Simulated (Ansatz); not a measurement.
# SrTiO3 (I4/mcm): the dielectric response by several routes, part 2 of 2

How strongly does SrTiO3 (I4/mcm) screen? Routes: perturbation theory, a sum over states and the RPA step of G0W0.

Ansatz 0.2.0; linear response on PBE, plane waves, PAW. Known limits of the many-body steps: not at the basis limit; no spin-orbit coupling.

So far. Step 2 (Response to a homogeneous field): One over ε∞ averages 0.16, under the quarter of exact exchange in PBE0, which by this rule of thumb may open the gap too far. Step 3 (Independent-particle spectrum): The sum gives ε∞ = 6.34 without local fields.

## Step 3: Independent-particle spectrum (continued)

Level of this step: independent-particle optics on PBE, plane waves, PAW (Ansatz).

The loss function has structure finer than the step of the table below, so its rows give means over 1 eV, whole bins alone (the curve runs from 0 to 25 eV). Peaks (eV: height): xx=yy 12.9: 1.21, 14.8: 0.664; zz 12.9: 1.21, 14.8: 0.664.

Independent particles, no local fields, Gaussian width 0.2 eV. Table of loss function by photon energy; means over each step:

| photon energy (eV) | xx=yy | zz |
| --- | --- | --- |
| 1 | 0 | 0 |
| 2 | 0.00302 | 0.00305 |
| 3 | 0.0366 | 0.0366 |
| 4 | 0.0684 | 0.0685 |
| 5 | 0.158 | 0.158 |
| 6 | 0.212 | 0.211 |
| 7 | 0.137 | 0.137 |
| 8 | 0.171 | 0.172 |
| 9 | 0.248 | 0.248 |
| 10 | 0.319 | 0.319 |
| 11 | 0.336 | 0.336 |
| 12 | 0.473 | 0.472 |
| 13 | 1.12 | 1.12 |
| 14 | 0.549 | 0.553 |
| 15 | 0.455 | 0.457 |
| 16 | 0.314 | 0.314 |
| 17 | 0.277 | 0.278 |
| 18 | 0.261 | 0.261 |
| 19 | 0.287 | 0.288 |
| 20 | 0.330 | 0.332 |
| 21 | 0.311 | 0.310 |
| 22 | 0.225 | 0.224 |
| 23 | 0.254 | 0.253 |
| 24 | 0.258 | 0.257 |

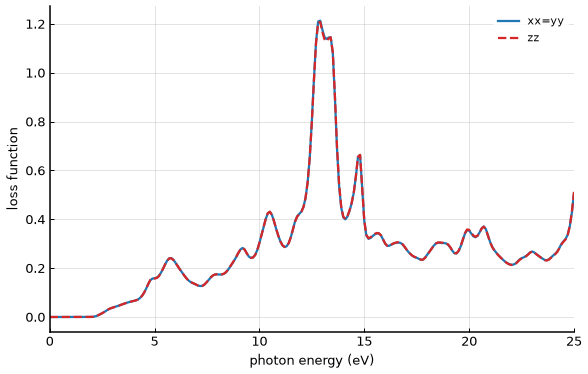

Loss function, plotted against photon energy.

## Step 4: RPA screening from the G0W0 run

G0W0 replaces the xc potential by the self-energy, built once from these orbitals. Only a window of levels is corrected, while the sums run over the empty bands that the input names.

This step: G0W0 on PBE, plane waves, PAW.

Contents of input.yaml:

```yaml
crystal:
  lattice:
    - [-2.7555, 2.7555, 3.898]
    - [2.7555, -2.7555, 3.898]
    - [2.7555, 2.7555, -3.898]
  atoms:
    - { symbol: Sr, position: [0.75, 0.25, 0.5] }
    - { symbol: Sr, position: [0.25, 0.75, 0.5] }
    - { symbol: Ti, position: [0.0, 0.0, 0.0] }
    - { symbol: Ti, position: [0.5, 0.5, 0.0] }
    - { symbol: O, position: [0.25, 0.25, 0.0] }
    - { symbol: O, position: [0.75, 0.75, 0.0] }
    - { symbol: O, position: [0.7451, 0.2451, 0.9902] }
    - { symbol: O, position: [0.2451, 0.2549, 0.5] }
    - { symbol: O, position: [0.2549, 0.7549, 0.0098] }
    - { symbol: O, position: [0.7549, 0.7451, 0.5] }
kpoints:
  mp_grid: { grid: [4, 4, 4] }
hamiltonian:
  xc: pbe
scf:
  occupations: { method: fixed }
gw:
  n_empty_bands: 544
  ecut_chi: 160.0
  qp_bands: [v3, c3]
  qp_kpoints: band_edges
  screening: { model: contour_deformation }
```

Command:

```console
$ ansatz run input.yaml --threads 3 --pin off --max-ram 92160MiB --backend cuda --events-out ev --progress --plain --runs-dir out --devices 1 --max-vram 13GiB  # rebuilt from the run's record
```

Numbers of over 12 decimals in the logs are rounded to 6 here.

What it wrote:

```text
GPUs: using 1 of 1 available (devices: 1).
[...]
GPU FFT provider: cuFFT
GPU libraries: cuBLAS 13.8.2, cuFFT 12.4.0, cuSOLVER 12.3.4
Crystal: 10 atoms, lattice volume = 118.387 Å³
Basis set: ecut = 420 eV, 2277 PW (Γ)
Bands: 50, of which v1, the nominal top of the filled ones, is band 40 counted from 1 (39 counted from 0)
Symmetry: 16 space group operations
[...]
k-points: 13 of 64
[...]
1    39      9.4919   -26.1151     4.3738   -21.2823  0.7259     9.0286     9.0328  root
[...]
12    40      9.9871   -25.9020     4.6106   -20.8370  0.7180     9.5283     9.5327  root
    12    41     12.1427   -12.9723    -6.7588   -20.8926  0.7334    13.3324    13.3042  root
    12    42     13.8930   -14.8422    -7.1891   -23.2092  0.6915    15.1157    15.0710  root
    12    43     13.8930   -14.8422    -7.1891   -23.2092  0.6915    15.1157    15.0710  root
[key lines of the parts left out:]
SCF converged after 6 iterations
Free energy (F): -15508.913692 eV
Fermi energy:    10.073781 eV
```

Wall time 36 s (1 × NVIDIA H100 80GB HBM3 (shared by 6 runs) with 3 threads of AMD EPYC 7R13 (Zen 3), shared host); peak memory 2.2 GiB.

Numbers from this step:

```yaml
bands_summed: 584
rpa_eps_infinity_on_this_mesh_eigenvalues: 6.136, 6.136, 6.137
plane_waves_in_the_screening_matrix: 537
g0w0_gap_on_the_mesh: 3.465 eV
k_of_the_valence_top: 0, 0, 0
k_of_the_conduction_bottom: 0, 0, 0
starting_gap_on_the_mesh: 1.901 eV
least_direct_g0w0_gap_on_the_computed_points: 3.465 eV
```

The gap on the mesh goes from 1.90 eV to 3.47 eV, a correction of +1.56 eV. Between the two edge states, bare exchange in place of the xc potential would open the gap by 12.69 eV, and correlation takes back 11.13 eV.

Mean over the mesh in bins of 0.25 1/Å. Static inverse dielectric function, diagonal against length of q+G:

| length of q+G (Å⁻¹) | static inverse dielectric function, diagonal |
| --- | --- |
| 0.35 | 0.197 |
| 0.51 | 0.230 |
| 0.96 | 0.335 |
| 1.24 | 0.409 |
| 1.76 | 0.538 |
| 2.02 | 0.594 |
| 2.49 | 0.684 |
| 2.75 | 0.727 |
| 3.25 | 0.793 |
| 3.51 | 0.819 |
| 4.00 | 0.858 |
| 4.25 | 0.875 |
| 4.75 | 0.904 |
| 5.00 | 0.917 |
| 5.50 | 0.939 |
| 5.75 | 0.948 |
| 6.26 | 0.963 |
| 6.43 | 0.967 |

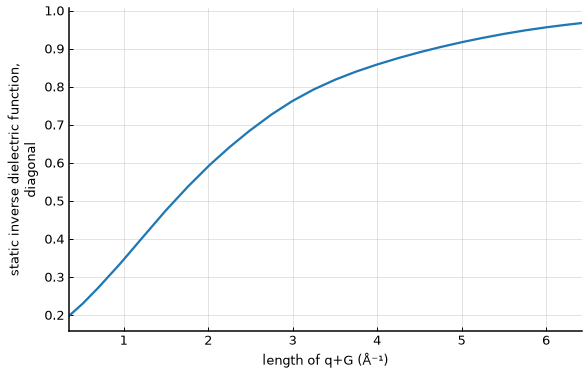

Static inverse dielectric function, diagonal, plotted against length of q+G.

## Step 5: The values together

Times are wall times on 1 × NVIDIA H100 80GB HBM3 (shared by 6 runs) with 3 threads of AMD EPYC 7R13 (Zen 3), shared host, good to a factor of about two.

| method | mesh | ε∞, low | middle | high | mean | time |
| --- | --- | --- | --- | --- | --- | --- |
| perturbation theory (local fields and xc kernel) | 6×6×6 (response on 216 points) | 6.23 | 6.23 | 6.23 | 6.23 | 45 s |
| sum over states (no local fields) | 6×6×6 | 6.34 | 6.34 | 6.34 | 6.34 | 34 s |
| RPA with local fields, on the GW mesh | 4×4×4 | 6.14 | 6.14 | 6.14 | 6.14 | 36 s |

## Step 6: Results

| Item | Value |
| --- | --- |
| perturbation theory (local fields and xc kernel) | 6.23, 6.23, 6.23 |
| sum over states (no local fields) | 6.34, 6.34, 6.34 |
| RPA with local fields, on the GW mesh | 6.14, 6.14, 6.14 |

In words: Mean Born effective charge: Sr1 2.56, Ti3 7.31, O5 -3.29 e. Distinct peaks of the ε₂ (xx=yy) stand at 4.4, 7.5, 11.3 and 23.5 eV; the one at 4.4 eV is strongest. Distinct peaks of the loss function (xx=yy) stand at 12.9 and 14.8 eV; the one at 12.9 eV is strongest. The sum without local fields gives 6.34 in the mean against 6.23 by perturbation theory; local fields lower ε∞ and the xc kernel gives part of it back, though the sum also carries the error of its own mesh. The RPA values on the 4×4×4 mesh average 0.99 times those of perturbation theory (means 6.14 and 6.23). Without the xc kernel RPA should lie a little lower, and the mean does, by little. PBE usually puts the gap too low, which tends to raise ε∞. Ions are clamped, so the lattice part of the static constant is not in these numbers.

[Paths, hosts, dates, memory and timing lines, banners, echoed tables and standing remarks are left out of the program output.]

[Logs are printed without paths, hosts, clocks, repeated set-up lines and the standing remarks that a program may print on its own settings, such as how far it seeks lower states.]

[Runs of the session that timed out or met a known fault of the program may be left out.]

[Cells called generated may have been cut or substituted from an entry of the Crystallography Open Database or the Materials Project.]

[Hosts, paths, dates, database ids (printed as entryN), source tags and the programs' standing remarks are cut or masked in the printed files.]
